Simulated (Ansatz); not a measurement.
# C3H10Si (trimethylsilane) at B2PLYP/cc-pVDZ

What is the electronic atomisation energy of C3H10Si (trimethylsilane) at B2PLYP/cc-pVDZ? 

The results are computed with Ansatz 0.2.0.

46 further runs of the same task are left out: 1 that didn't finish, 45 set aside as unsound or not needed.

## 1. The structure to begin with

C3H10Si has 14 atoms, charge 0, and is taken as a singlet. SMILES: `C[SiH](C)C`. Geometry: relaxed at PBE0-D4/def2-TZVP.

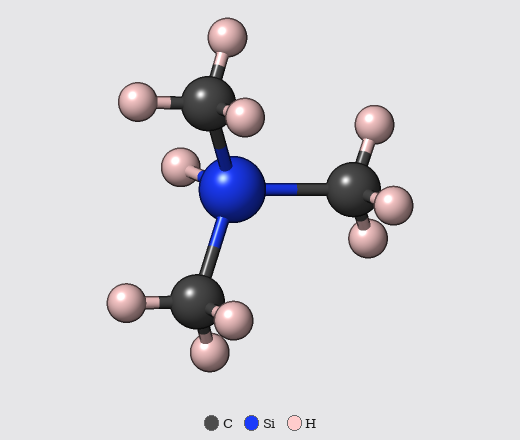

Viewed from a chosen angle; carbon dark grey, silicon blue, hydrogen pink.

## 2. A single-point energy at B2PLYP/cc-pVDZ

Contents of molecule.yaml:

```yaml
crystal:
  periodic: [false, false, false]
  atoms:
    - {symbol: C, position_ang: [-0.956800, 1.082600, -1.038400]}
    - {symbol: Si, position_ang: [-0.338800, -0.014600, 0.348900]}
    - {symbol: C, position_ang: [1.239400, 0.684100, 1.077800]}
    - {symbol: C, position_ang: [-0.051300, -1.756700, -0.277600]}
    - {symbol: H, position_ang: [-1.888100, 0.697200, -1.460900]}
    - {symbol: H, position_ang: [-1.145900, 2.098700, -0.683100]}
    - {symbol: H, position_ang: [-0.221600, 1.141300, -1.845900]}
    - {symbol: H, position_ang: [-1.379500, -0.059300, 1.420400]}
    - {symbol: H, position_ang: [2.029000, 0.733500, 0.322800]}
    - {symbol: H, position_ang: [1.601800, 0.063500, 1.901200]}
    - {symbol: H, position_ang: [1.081800, 1.694100, 1.464300]}
    - {symbol: H, position_ang: [-0.968800, -2.184000, -0.689800]}
    - {symbol: H, position_ang: [0.706900, -1.767300, -1.065700]}
    - {symbol: H, position_ang: [0.291900, -2.413100, 0.526000]}
basis:
  gaussian: {orbitals: cc-pVDZ}
accuracy: high
magnetization: {spin_polarized: false}
output: {orbitals: {seedname: orbitals}}
hamiltonian: {xc: {name: B2PLYP}}
correlation: {frozen_orbitals: {C: 1, H: 0, Si: 5}}
```

Command:

```sh
ansatz run molecule.yaml --threads 1 --pin off --max-ram 3480MiB --events-out events.jsonl --progress --plain --runs-dir runs
```

What it wrote:

```text
Warning: RAYON_NUM_THREADS=1 ignored (pool sized by the plan → 1); use --threads N
Functional definition: B2PLYP
  name "B2PLYP"
  parameter a = 0.53
  parameter c = 0.27
  exchange = (1 - a)*b88_x + a*exact_x
  correlation = (1 - c)*lyp_c + c*(mp2_os + mp2_ss)
2718 factors; integrals over basis functions are off by at most 4.0e-9 eV
mean field evaluation 1: about -11133.2967 eV, gradient 5.1e1 eV
mean field evaluation 2: about -11133.8078 eV, gradient 5.1e1 eV
mean field evaluation 4: about -11140.0061 eV, gradient 1.7e0 eV
mean field evaluation 8: about -11140.0260 eV, gradient 5.7e-2 eV
mean field evaluation 16: about -11140.0261 eV, gradient 2.7e-5 eV
mean field -11140.02605291 eV, -409.3884064636 hartree, gradient 3.7e-8 eV, S^2 0.000000; 0 other end points of the search recorded, 0 dependent functions left out
8 core orbitals not correlated: weight in the atoms' cores, before any rotation towards them, 1.000 or more for the frozen orbitals, at most 0.000 for the correlated occupied ones
reference -11140.02608320 eV, -409.3884075767 hartree; 13, 13 occupied and 89, 89 virtual orbitals, 2718 factors
second order -18.13033264 eV of doubles, -0.00000000 eV of singles
Total energy: -11144.92127301 eV, -409.5683024842 hartree
```

Run time: 20 s. Hardware: 1 thread of Arm Neoverse V1, shared host; peak memory 0.45 GiB.

## 3. The C atom

Contents of in.yaml:

```yaml
crystal:
  periodic: [false, false, false]
  atoms:
    - symbol: C
      position_ang: [0.000000, 0.000000, 0.000000]
basis:
  gaussian:
    orbitals: cc-pVDZ
magnetization:
  spin_polarized: true
  initial_magnetization: 2
hamiltonian:
  xc: {name: B2PLYP}
correlation:
  frozen_orbitals: {C: 1}
accuracy: high
```

Command:

```sh
ansatz run in.yaml --threads 1 --pin off --max-ram 3480MiB --events-out events.jsonl --progress --plain --runs-dir runs
```

What it wrote (excerpt; [...] marks lines left out):

```text
Warning: RAYON_NUM_THREADS=1 ignored (pool sized by the plan → 1); use --threads N
[... 2 set-up lines as earlier in the session ...]
[...]
96 factors; integrals over basis functions are off by at most 1.3e-9 eV
[...]
mean field -1028.55018713 eV, -37.7985222006 hartree, gradient 1.3e-8 eV, S^2 2.003699; 0 other end points of the search recorded, 0 dependent functions left out
1 core orbitals not correlated: weight in the atoms' cores, before any rotation towards them, 1.000 or more for the frozen orbitals, at most 0.000 for the correlated occupied ones
reference -1028.55020045 eV, -37.7985226900 hartree; 3, 1 occupied and 10, 12 virtual orbitals, 96 factors
second order -1.75745877 eV of doubles, -0.00000000 eV of singles
Total energy: -1029.02471432 eV, -37.8159607531 hartree
```

It took 0.32 s on 1 thread of Arm Neoverse V1, shared host.

## 4. The H atom, same level

Contents of in.yaml:

```yaml
crystal:
  periodic: [false, false, false]
  atoms:
    - {symbol: H, position_ang: [0.000000, 0.000000, 0.000000]}
basis:
  gaussian:
    orbitals: cc-pVDZ
magnetization:
  spin_polarized: true
  initial_magnetization: 1
hamiltonian:
  xc: {name: B2PLYP}
correlation:
  frozen_orbitals: {H: 0}
accuracy: high
```

Run the same way, it converges to -0.49793 Eh (log not shown).

## 5. The Si atom

Contents of molecule.yaml:

```yaml
crystal:
  periodic: [false, false, false]
  atoms:
    - {symbol: Si, position_ang: [0.000000, 0.000000, 0.000000]}
basis:
  gaussian:
    orbitals: cc-pVDZ
magnetization:
  spin_polarized: true
  initial_magnetization: 2
hamiltonian:
  xc: {name: B2PLYP}
correlation:
  frozen_orbitals: {Si: 5}
accuracy: high
```

Command:

```sh
ansatz run molecule.yaml --threads 1 --pin off --max-ram 3480MiB --events-out events.jsonl --progress --plain --runs-dir runs
```

What it wrote (excerpt; [...] marks lines left out):

```text
Warning: RAYON_NUM_THREADS=1 ignored (pool sized by the plan → 1); use --threads N
[... 2 set-up lines as earlier in the session ...]
[...]
144 factors; integrals over basis functions are off by at most 3.2e-9 eV
[...]
mean field -7870.41182407 eV, -289.2322997779 hartree, gradient 3.7e-8 eV, S^2 2.005504; 0 other end points of the search recorded, 0 dependent functions left out
5 core orbitals not correlated: weight in the atoms' cores, before any rotation towards them, 1.000 or more for the frozen orbitals, at most 0.000 for the correlated occupied ones
reference -7870.41183781 eV, -289.2323002828 hartree; 3, 1 occupied and 10, 12 virtual orbitals, 144 factors
second order -1.58190926 eV of doubles, -0.00000000 eV of singles
Total energy: -7870.83895331 eV, -289.2479964879 hartree
```

It took 0.64 s on 1 thread of Arm Neoverse V1, shared host.

## 6. Outcome

At B2PLYP/cc-pVDZ, 8 core orbitals frozen:

```
                                     quantity          value
                       molecule: total energy  -409.56830 Eh
  molecule: HOMO energy (SCF part's orbitals)       -9.63 eV
  molecule: LUMO energy (SCF part's orbitals)        2.73 eV
molecule: HOMO–LUMO gap (SCF part's orbitals)       12.36 eV
                         C atom: total energy   -37.81596 Eh
                                 C atom: ⟨S²⟩          2.004
                         H atom: total energy    -0.49793 Eh
                                 H atom: ⟨S²⟩          0.750
                        Si atom: total energy  -289.24800 Eh
                                Si atom: ⟨S²⟩          2.006
                electronic atomisation energy      51.516 eV
```

Taking the molecule apart into free atoms costs 51.52 eV (4971 kJ/mol), before zero-point energy and without spin-orbit coupling.
